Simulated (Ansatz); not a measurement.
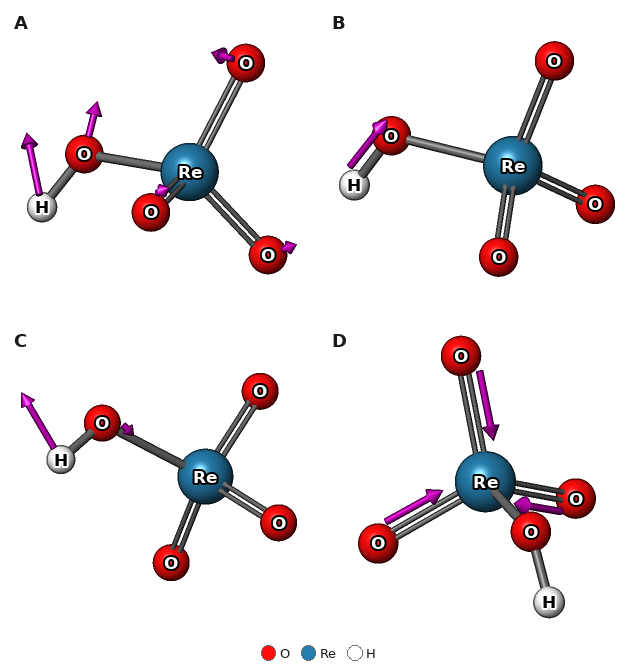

4 normal modes of one molecule or complex, as arrows. The species is neutral and a spin singlet. Harmonic vibrations computed with RKS PBE0-D4/def2-TZVP, core potentials on Re (Ansatz 0.2.0) at a stationary point of the same level.

Match the panels to the wavenumbers 256 cm⁻¹, 689 cm⁻¹, 1075 cm⁻¹, 3861 cm⁻¹.

A: 256 cm⁻¹, O–Re–O bending
B: 3861 cm⁻¹, O–H stretching
C: 689 cm⁻¹
D: 1075 cm⁻¹, in-phase stretching of 3 Re–O bonds
